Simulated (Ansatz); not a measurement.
## (CaO)3(YN)1 [001] superlattice, started as rocksalt type: relaxing the cell for a phonon run

Wanted: the relaxed cell of (CaO)3(YN)1 [001] superlattice, started as rocksalt type.

Program: Ansatz 0.2.0. Level of theory: DFT PBEsol, scalar-relativistic, plane waves, PAW. Results are calculated unless marked as measured.

The structure was built from a prototype and need not be the compound's stable phase.

## Step 1: Starting point

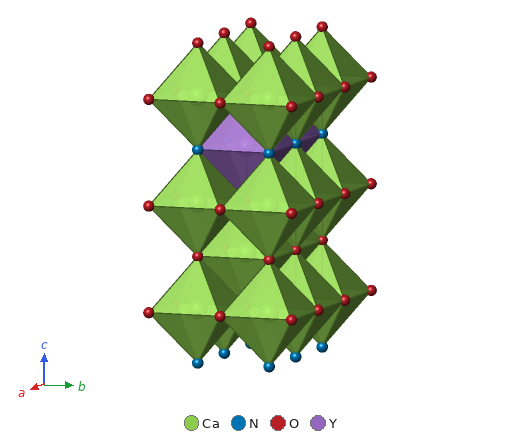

Start, viewed slightly off an axis; calcium green, nitrogen blue, oxygen red, yttrium purple. 2×1×1 cells are drawn. Some periodic images of atoms are drawn too.

## Step 2: A coarse first look

First a cheap look: the gap decides the mesh and the occupations, the pressure tells how far the cell has to move.

Input file input.yaml:

```yaml
crystal:
  lattice:
    - [2.415, 2.415, 0.0]
    - [-2.415, 2.415, 0.0]
    - [0.0, 0.0, 9.66]
  atoms:
    - { symbol: Ca, position: [0.0, 0.0, 0.0] }
    - { symbol: Ca, position: [0.5, 0.5, 0.25] }
    - { symbol: Ca, position: [0.0, 0.0, 0.5] }
    - { symbol: "N", position: [0.0, 0.0, 0.75] }
    - { symbol: O, position: [0.5, 0.5, 0.0] }
    - { symbol: O, position: [0.0, 0.0, 0.25] }
    - { symbol: O, position: [0.5, 0.5, 0.5] }
    - { symbol: "Y", position: [0.5, 0.5, 0.75] }
kpoints:
  mp_grid: { grid: [6, 6, 2] }
hamiltonian:
  xc: pbesol
scf:
  occupations: { method: gaussian, width: 0.1 }
output:
  forces: true
  stress: true
  eigenvalues: true
```

Launch:

```sh
ansatz run input.yaml --threads 8 --pin off --max-ram 14336MiB --backend cpu --events-out ev --progress --plain --runs-dir out
```

Numbers of over 12 decimals in the logs are rounded to 6 here.

Output:

```text
Engine: ansatz 0.2.0, aarch64-unknown-linux-gnu
Pseudopotentials: kind: paw
Pseudopotential: Ca, paw, valence charge 10, recommended cutoff 420 eV (normal), Ca.paw.azcp
Pseudopotential: N, paw, valence charge 5, recommended cutoff 420 eV (normal), N.paw.azcp
Pseudopotential: O, paw, valence charge 6, recommended cutoff 420 eV (normal), O.paw.azcp
[...]
k-point 0: bands = [... 28 lower, 8.0234, 8.9441, 9.8991, 9.8991, 10.8168, 12.3098, 12.8370, 12.8838, ... 3 higher]
  k-point 1: bands = [... 28 lower, 7.9944, 8.4898, 9.8896, 9.8896, 10.8492, 12.0257, 13.4565, 13.5285, ... 3 higher]
  k-point 2: bands = [... 28 lower, 7.7517, 8.7146, 8.8141, 9.2479, 11.9106, 13.0045, 13.3890, 13.6150, ... 3 higher]
  k-point 19: bands = [... 28 lower, 7.3943, 8.9899, 9.0332, 9.0332, 11.7552, 11.7552, 12.6880, 12.6880, ... 3 higher]
[key lines of the parts left out:]
SCF converged after 7 iterations
Free energy (F): -11251.322199 eV
Fermi energy:    10.363226 eV
P = ⅓ Tr σ = -2.6234 GPa (-26.234 kbar)
```

It took 2.2 s on 8 threads of Arm Neoverse N1, shared host; peak memory 0.55 GiB; 11 s of CPU time.

A gap read on the k-mesh alone can miss the band edges.

Numbers from this step:

| Quantity | Value |
| --- | --- |
| pressure | -2.623 GPa |
| gap on the k-mesh | 0.9177 eV |
| volume per atom | 14.08 Å³ |
| direct gap on mesh | 0.9177 eV |

The coarse mesh shows a gap of 0.92 eV and a pressure of -2.6 GPa.

## Step 3: Bringing the structure to rest

Harmonic phonons are second derivatives at a point where the forces vanish, and they are wanted at zero stress, so atoms and cell are relaxed first.

Edit input.yaml of step 2 so:

```diff
@@ -15,3 +15,3 @@
 kpoints:
-  mp_grid: { grid: [6, 6, 2] }
+  mp_grid: { grid: [8, 8, 4] }
 hamiltonian:
@@ -19,3 +19,3 @@
 scf:
-  occupations: { method: gaussian, width: 0.1 }
+  occupations: { method: gaussian, width: 0.02 }
 output:
@@ -24 +24,6 @@
   eigenvalues: true
+relax:
+  adjacent_minimum: "off"
+  f_tol: 0.005
+  max_steps: 80
+  cell: { stress_tol: 0.05 }
```

Output:

```text
[...]
Crystal: 8 atoms, lattice volume = 112.679 Å³
Basis set: ecut = 420 eV, 2213 PW (Γ), exchange–correlation on 48×48×144 points (8 copies of the dense FFT grid, shifted against one another)
Bands: 40, of which v1, the nominal top of the filled ones, is band 32 counted from 1 (31 counted from 0)
Symmetry: 16 space group operations
[...]
k-points: 45 of 256
[...]
SCF iter   1: F=—  HF=-11251.385362 eV  |F-HF|=—  |Δ(HF+E_count)|=         —  Δρ=1.47e-2  dr2=2.46e-1  ethr=1.77e-3  ⟨swp⟩=10.3  Hψ=9573  notcnv=0  defer=5
[...]
SCF iter   7: F=-11251.326977 eV  HF=-11251.326977 eV  |F-HF|=6.96e-8  |Δ(HF+E_count)|=   4.28e-7  Δρ=9.86e-6  dr2=6.76e-8  ethr=1.56e-10  ⟨swp⟩=9.5  Hψ=8453  notcnv=0
SCF 1 converged in 7 iterations: F = -11251.326977 eV  dr2 = 6.76e-8
[...]
relax step   1: F+E_penalty+E_count = -11251.32697693 eV  Δ(F+E_penalty+E_count) = +0.000e0 eV  max|allowed force component| = 3.071e-1 eV/Å  Δτ_max = 0.0000 Å  P = -2.641 GPa  Ω = 112.679 Å³  (7 SCF iters, dr2 threshold 1.00e-7 eV, accepted)
Crystal: 8 atoms, lattice volume = 109.138 Å³
Basis set: ecut = 420 eV, 2111 PW (Γ), exchange–correlation on 48×48×144 points (8 copies of the dense FFT grid, shifted against one another)
[...]
iter 1 solved again at ethr=2.68e-5 eV; its pass at ethr=3.10e-3 eV (dr2=1.72e-2 eV) is discarded
[...]
SCF iter   7: F=-11251.348186 eV  HF=-11251.348186 eV  |F-HF|=2.03e-8  |Δ(HF+E_count)|=   5.47e-7  Δρ=8.52e-6  dr2=4.63e-8  ethr=1.25e-9  ⟨swp⟩=2.6  Hψ=5826  notcnv=0
the search or the solves at the SCF's close seem to have found levels that the self-consistency loop had missed (the run counts 2). By its estimate they hold under 1e-12 electrons; where the run keeps them, the occupations were computed again with them
SCF 2 converged in 7 iterations: F = -11251.348186 eV  dr2 = 4.63e-8
relax step   2: F+E_penalty+E_count = -11251.34818558 eV  Δ(F+E_penalty+E_count) = -2.121e-2 eV  max|allowed force component| = 3.320e-1 eV/Å  Δτ_max = 0.0348 Å  P = +1.480 GPa  Ω = 109.138 Å³  energy of the carried Pulay correction = +9.159e-3 eV  (7 SCF iters, dr2 threshold 8.00e-7 eV, accepted)
Crystal: 8 atoms, lattice volume = 110.336 Å³
Basis set: ecut = 420 eV, 2125 PW (Γ), exchange–correlation on 48×48×144 points (8 copies of the dense FFT grid, shifted against one another)
[...]
SCF iter   6: F=-11251.360401 eV  HF=-11251.360401 eV  |F-HF|=3.79e-7  |Δ(HF+E_count)|=   3.37e-7  Δρ=2.17e-5  dr2=4.77e-7  ethr=1.25e-9  ⟨swp⟩=6.7  Hψ=7160  notcnv=0
SCF 3 converged in 6 iterations: F = -11251.360401 eV  dr2 = 4.77e-7
relax step   3: F+E_penalty+E_count = -11251.36040105 eV  Δ(F+E_penalty+E_count) = -1.222e-2 eV  max|allowed force component| = 2.915e-2 eV/Å  Δτ_max = 0.0180 Å  P = -0.005 GPa  Ω = 110.336 Å³  energy of the carried Pulay correction = +6.027e-3 eV  (6 SCF iters, dr2 threshold 8.00e-7 eV, accepted)
[...]
relax step   4: F+E_penalty+E_count = -11251.36048590 eV  Δ(F+E_penalty+E_count) = -8.486e-5 eV  max|allowed force component| = 9.782e-3 eV/Å  Δτ_max = 0.0020 Å  P = -0.013 GPa  Ω = 110.335 Å³  energy of the carried Pulay correction = +6.030e-3 eV  (5 SCF iters, dr2 threshold 5.31e-8 eV, accepted)
[...]
relax step   5: F+E_penalty+E_count = -11251.36054980 eV  Δ(F+E_penalty+E_count) = -6.390e-5 eV  max|allowed force component| = 2.974e-3 eV/Å  Δτ_max = 0.0013 Å  P = +0.000 GPa  Ω = 110.319 Å³  energy of the carried Pulay correction = +6.072e-3 eV  (5 SCF iters, dr2 threshold 5.98e-9 eV, accepted)
[...]
relax step   6: F+E_penalty+E_count = -11251.35509604 eV  Δ(F+E_penalty+E_count) = +5.454e-3 eV  max|allowed force component| = 2.981e-3 eV/Å  Δτ_max = 0.0000 Å  P = -0.089 GPa  Ω = 110.319 Å³  stress off target by 9.80e-2 GPa  SCF on the basis re-selected at this cell (its energy is not comparable with the rows above)  (6 SCF iters)
[...]
relax step   7: F+E_penalty+E_count = -11251.35532537 eV  Δ(F+E_penalty+E_count) = -2.293e-4 eV  max|allowed force component| = 7.679e-4 eV/Å  Δτ_max = 0.0005 Å  P = +0.004 GPa  Ω = 110.239 Å³  energy of the carried Pulay correction = +2.067e-4 eV  (5 SCF iters, dr2 threshold 2.40e-8 eV, accepted)
[...]
SCF iter   1: F=—  HF=-11251.355177 eV  |F-HF|=—  |Δ(HF+E_count)|=         —  Δρ=6.05e-6  dr2=1.50e-8  ethr=2.96e-7  ⟨swp⟩=3.1  Hψ=13831  notcnv=0
eigensolver tolerance schedule: the retry pair's looser diagonalisation over-reported the residual by 12657.36 of it (diagonalisation noise at an unbounded share of the residual, at the tolerance the schedule requests for it); recorded, not acted on — ethr = c·dr2/N_el stays at c = 1.0e-1
[...]
SCF iter   2: F=—  HF=-11251.355161 eV  |F-HF|=—  |Δ(HF+E_count)|=   1.63e-5  Δρ=3.76e-6  dr2=9.63e-9  ethr=2.34e-11  ⟨swp⟩=3.0  Hψ=3871  notcnv=0
[...]
SCF iter   5: F=-11251.355161 eV  HF=-11251.355161 eV  |F-HF|=1.82e-11  |Δ(HF+E_count)|=  3.09e-11  Δρ=2.71e-7  dr2=2.92e-11  ethr=1.00e-12  ⟨swp⟩=5.0  Hψ=5603  notcnv=0
SCF 8 converged in 5 iterations: F = -11251.355161 eV  dr2 = 2.92e-11
relax step   8: F+E_penalty+E_count = -11251.35516093 eV  Δ(F+E_penalty+E_count) = +1.644e-4 eV  max|allowed force component| = 7.606e-4 eV/Å  Δτ_max = 0.0000 Å  P = +0.002 GPa  Ω = 110.239 Å³  stress off target by 2.87e-3 GPa  SCF on the basis re-selected at this cell (its energy is not comparable with the rows above)  (5 SCF iters)
[...]
SCF converged after 5 iterations
Free energy (F): -11251.355161 eV
[...]
Internal energy: -11251.355161 eV  (E = F + TS)
E sigma→0 (E₀):  -11251.355161 eV
Fermi energy:    10.740858 eV
[...]
--- Forces (eV/Å), atoms counted from 1 ---
  atom   1  Ca     0.00000000    -0.00000000     0.00076056
  atom   2  Ca    -0.00000000    -0.00000000     0.00000000
  atom   3  Ca    -0.00000000    -0.00000000    -0.00076056
  atom   4  N     -0.00000000     0.00000000     0.00000000
  atom   5  O      0.00000000     0.00000000    -0.00067243
  atom   6  O     -0.00000000     0.00000000     0.00000000
  atom   7  O     -0.00000000     0.00000000     0.00067243
  atom   8  Y     -0.00000000    -0.00000000     0.00000000
  max |Σ_I F_I| component: 1.36e-20 eV/Å
--- Stress (GPa, compression-positive) ---
        0.002873      -0.000000      -0.000000
       -0.000000       0.002873       0.000000
       -0.000000       0.000000       0.000472
  P = ⅓ Tr σ = 0.0021 GPa (0.021 kbar)
--- Band table (eV; the first three rows and the last of 45) ---
  k-point 0: bands = [... 28 lower, 8.2009, 9.2721, 10.3101, 10.3101, 11.1713, 12.4783, 13.1040, 13.2829, ... 4 higher]
  k-point 1: bands = [... 28 lower, 8.1786, 9.0607, 10.3049, 10.3049, 11.1937, 12.3086, 13.3845, 13.5383, ... 4 higher]
  k-point 2: bands = [... 28 lower, 8.1458, 8.8434, 10.2999, 10.2999, 11.2185, 12.1868, 13.7312, 13.8862, ... 4 higher]
  k-point 44: bands = [... 28 lower, 7.5524, 9.3502, 9.4600, 9.4600, 12.1414, 12.1414, 12.8539, 12.8539, ... 4 higher]
--- Relaxed structure (6 steps of the walk, 6 accepted, 2 SCFs on fresh bases) ---
  F+E_penalty+E_count = -11251.35516093 eV   max|allowed force component| = 7.606e-4 eV/Å   (the final SCF, on the basis selected at the relaxed cell)
  cell:  # Å, volume = 110.2392 Å³
    - [2.397130, 2.397130, 0.0]
    - [-2.397130, 2.397130, 0.0]
    - [0.0, 0.0, 9.592304]
  atoms:
    - { symbol: Ca, position: [0, 0, 0.00207721] }
    - { symbol: Ca, position: [0.5, 0.5, 0.250000] }
    - { symbol: Ca, position: [0, 0, 0.497923] }
    - { symbol: N, position: [0, 0, 0.750000] }
    - { symbol: O, position: [0.5, 0.5, -0.000632113] }
    - { symbol: O, position: [0, 0, 0.250000] }
    - { symbol: O, position: [0.5, 0.5, 0.500632] }
    - { symbol: Y, position: [0.5, 0.5, 0.750000] }
```

It took 26 s on 8 threads; peak memory 0.65 GiB; 3.1 min of CPU time.

Step by step:

```
step  energy less that of the first step (eV)  largest force component (eV/Å)  pressure (GPa)  volume (Å³)
   1                                   0.0000                          0.3071           -2.64       112.68
   2                                  -0.0212                          0.3320            1.48       109.14
   3                                  -0.0334                          0.0291            0.00       110.34
   4                                  -0.0335                          0.0098           -0.01       110.34
   5                                  -0.0336                          0.0030            0.00       110.32
  6*                                  -0.0281                          0.0030           -0.09       110.32
   7                                  -0.0283                          0.0008            0.00       110.24
  8*                                  -0.0282                          0.0008            0.00       110.24
```

Relaxation steps marked * repeat the geometry before them on a plane-wave basis chosen anew for their cell, so energy and pressure can jump there.

Forces are held to the 16 operations that the run works with; a distortion that breaks them can't arise in this run.

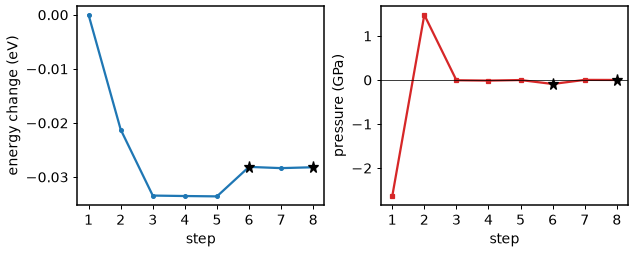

Energy and pressure along the relaxation. Stars mark steps on a basis chosen anew.

```
conventional cell, symmetrised  before  after  change
                         a (Å)   3.415  3.390  -0.7 %
                         b (Å)   3.415  3.390  -0.7 %
                         c (Å)   9.660  9.592  -0.7 %
              volume (Å³/atom)   14.08  13.78  -2.2 %
```

The atoms that moved most (Å, as changes of fractional coordinates times the final cell):

```
atom     dx     dy      dz  length
 Ca1  0.000  0.000   0.020   0.020
 Ca3  0.000  0.000  -0.020   0.020
  O7  0.000  0.000   0.006   0.006
  O5  0.000  0.000  -0.006   0.006
```

The relaxed structure:

```
Ca N O Y
1.0
     2.39713    2.39713    0.00000
    -2.39713    2.39713    0.00000
     0.00000    0.00000    9.59230
Ca N O Y
3 1 3 1
Direct
  0.00000 0.00000 0.00208
  0.50000 0.50000 0.25000
  0.00000 0.00000 0.49792
  0.00000 0.00000 0.75000
  0.50000 0.50000 0.99937
  0.00000 0.00000 0.25000
  0.50000 0.50000 0.50063
  0.50000 0.50000 0.75000
```

Numbers from this step:

* pressure: 0.002072 GPa
* gap on the k-mesh: 0.8611 eV
* volume per atom: 13.78 Å³
* direct gap on mesh: 0.8611 eV

In this step the volume went from 14.08 to 13.78 Å³/atom.

## Step 4: Tight relaxation

Phonons need a cell at rest on their own settings, so the relaxation is repeated with tight tolerances on forces and stress, using the mesh and the filling of the phonon run that follows.

Input file input.yaml:

```yaml
crystal:
  lattice:
    - [2.3971304646, 2.3971304646, 0.0]
    - [-2.3971304646, 2.3971304646, 0.0]
    - [0.0, 0.0, 9.5923035021]
  atoms:
    - { symbol: Ca, position: [0.0, 0.0, 0.0020772059] }
    - { symbol: Ca, position: [0.5, 0.5, 0.25] }
    - { symbol: Ca, position: [0.0, 0.0, 0.4979227941] }
    - { symbol: "N", position: [0.0, 0.0, 0.75] }
    - { symbol: O, position: [0.5, 0.5, -0.0006321129] }
    - { symbol: O, position: [0.0, 0.0, 0.25] }
    - { symbol: O, position: [0.5, 0.5, 0.5006321129] }
    - { symbol: "Y", position: [0.5, 0.5, 0.75] }
kpoints:
  mp_grid: { grid: [8, 8, 4] }
hamiltonian:
  xc: pbesol
scf:
  occupations: { method: fixed }
output:
  forces: true
  stress: true
  eigenvalues: true
relax:
  adjacent_minimum: "off"
  f_tol: 0.001
  max_steps: 60
  cell: { stress_tol: 0.01 }
```

Output:

```text
[...]
Crystal: 8 atoms, lattice volume = 110.239 Å³
Basis set: ecut = 420 eV, 2117 PW (Γ), exchange–correlation on 48×48×144 points (8 copies of the dense FFT grid, shifted against one another)
Bands: 40, of which v1, the nominal top of the filled ones, is band 32 counted from 1 (31 counted from 0)
Symmetry: 16 space group operations
[...]
k-points: 45 of 256
[...]
- [-2.3971304646, 2.3971304646, 0.0]
    - [0.0, 0.0, 9.5923035021]
  atoms:
    - { symbol: Ca, position: [0.0, 0.0, 0.00207721] }
    - { symbol: Ca, position: [0.5, 0.5, 0.250000] }
    - { symbol: Ca, position: [0.0, 0.0, 0.497923] }
    - { symbol: N, position: [0.0, 0.0, 0.75] }
    - { symbol: O, position: [0.5, 0.5, -0.0006321129] }
    - { symbol: O, position: [0.0, 0.0, 0.250000] }
    - { symbol: O, position: [0.5, 0.5, 0.5006321129] }
    - { symbol: Y, position: [0.5, 0.5, 0.75] }
[key lines of the parts left out:]
SCF converged after 8 iterations
Free energy (F): -11251.355161 eV
Fermi energy:    10.310122 eV
P = ⅓ Tr σ = 0.0021 GPa (0.021 kbar)
```

Wall time 7.5 s (8 threads); peak memory 0.63 GiB; 51 s of CPU time.

Little changed from the start: no atom moved by 0.005 Å and no cell edge by 0.1 %.

Numbers from this step:

```yaml
pressure: 0.002073 GPa
gap_on_the_k_mesh: 0.8612 eV
direct_gap_on_mesh: 0.8612 eV
```

The largest force component left is 0.76 meV/Å and the pressure is 0.002 GPa, within the tolerances set. The cell now holds 13.78 Å³/atom.

## Step 5: Summary of results

```yaml
space_group_after_relaxation_within_0p01_a: P4/mmm
lattice_constant_a: 3.390 Å
lattice_constant_b: 3.390 Å
lattice_constant_c: 9.592 Å
volume_per_atom: 13.8 Å³
gap_on_the_k_mesh: 0.861 eV
```

What this shows: The largest force component left is 0.76 meV/Å and the pressure is 0.002 GPa, within the tolerances set. The cell now holds 13.78 Å³/atom. The relaxation keeps the symmetry of its start, so it says nothing on stability against lower symmetry. The starting cell was built on a prototype and not taken from a measurement, so the phase need not exist.

[Logs are printed without paths, hosts, clocks, repeated set-up lines and the standing remarks that a program may print on its own settings, such as how far it seeks lower states.]

[Hosts, paths, dates, database ids (printed as entryN), source tags and the programs' standing remarks are cut or masked in the printed files.]
